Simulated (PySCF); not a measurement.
| atom | x (Å) | y (Å) | z (Å) |
| --- | --- | --- | --- |
| La | 0.0429 | 0.0001 | -0.6486 |
| N | 2.2301 | 0.0000 | 0.0774 |
| H | 2.4881 | -0.0002 | 1.0667 |
| H | 3.1170 | 0.0001 | -0.4282 |
| N | -1.1167 | 1.9187 | -0.1546 |
| H | -0.6972 | 2.7840 | 0.1907 |
| H | -2.1251 | 2.0571 | -0.0683 |
| N | -1.1167 | -1.9186 | -0.1554 |
| H | -0.6972 | -2.7841 | 0.1895 |
| H | -2.1251 | -2.0571 | -0.0692 |

Core potentials replace the inner electrons of La.

These are results of PySCF, RKS PBE0, La lcecp-1-SVP with ECP46, N def2-SVP, H def2-SVP; non-relativistic Hamiltonian with scalar-relativistic core potentials where named; density fitting, not measurements.

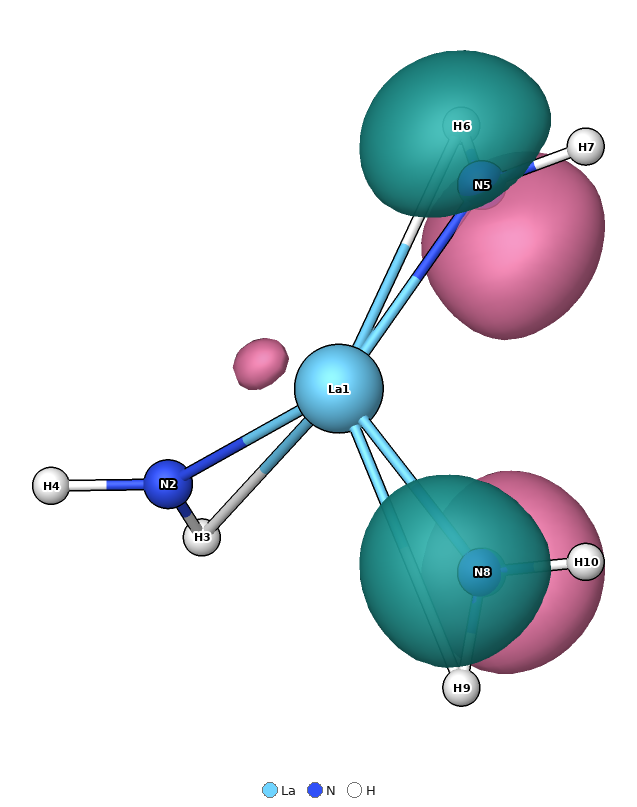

H6LaN3 (La(NH2)3). The HOMO−1 at ±0.15 Å⁻³ᐟ² (teal and pink are the two phases), seen at a tilt.

Describe this orbital and give its energy.

Answer. Its weight (Hirshfeld) is mainly on N8 (about 35 %), N5 (about 35 %) and La1 (about 15 %); largely a combination of lone pairs on N8 and N5. Its energy is −6.00 eV.
